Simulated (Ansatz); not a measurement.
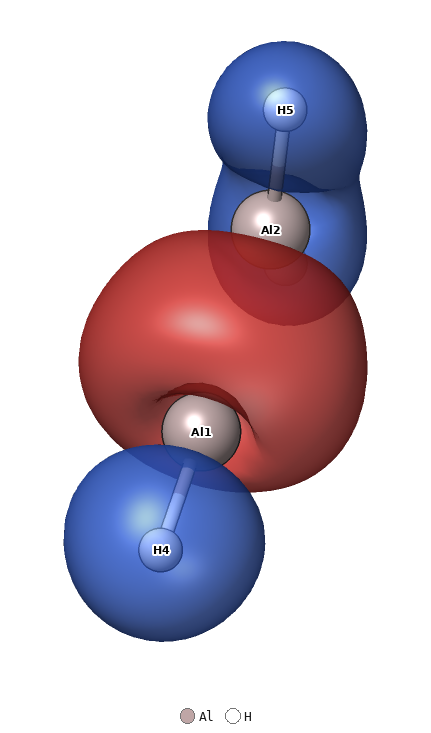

The picture shows: AlH···AlH$_{2}$ (charge +1). The HOMO at ±0.1 Å⁻³ᐟ² (red and blue are the two phases), seen at an oblique angle.

Geometry: PBE-D4/def2-TZVP.

Level of theory: RKS PBE0-D4/def2-TZVP (Ansatz).

The calculation's input:

```
crystal:
  periodic: [false, false, false]
  atoms:
    - {symbol: Al, position_ang: [0.084527, -1.444495, 0.509572]}
    - {symbol: Al, position_ang: [-0.066969, 1.102488, -0.387997]}
    - {symbol: H, position_ang: [-1.440243, 1.770232, 0.007485]}
    - {symbol: H, position_ang: [0.179092, -2.942687, 1.034198]}
    - {symbol: H, position_ang: [1.243592, 1.514453, -1.163248]}
basis:
  gaussian: {orbitals: def2-TZVP, initial_orbitals: start.molden}
total_charge: 1
hamiltonian: {xc: pbe0, dispersion: d4}
output: {forces: true, orbitals: {seedname: orbitals}}
```

Launched as:

```sh
ansatz run in.yaml --threads 2 --pin off --events-out ev --progress --plain --max-ram 4352MiB
```

Where does this orbital lie, and at what energy?

Answer. It lies mainly on Al1 (about 45 %), Al2 (about 25 %), H4 (about 15 %), H3 (about 5 %) and H5 (about 5 %); it is symmetric in the molecular plane (an in-plane orbital: σ, lone-pair or in-plane π type). Its energy is −12.87 eV.
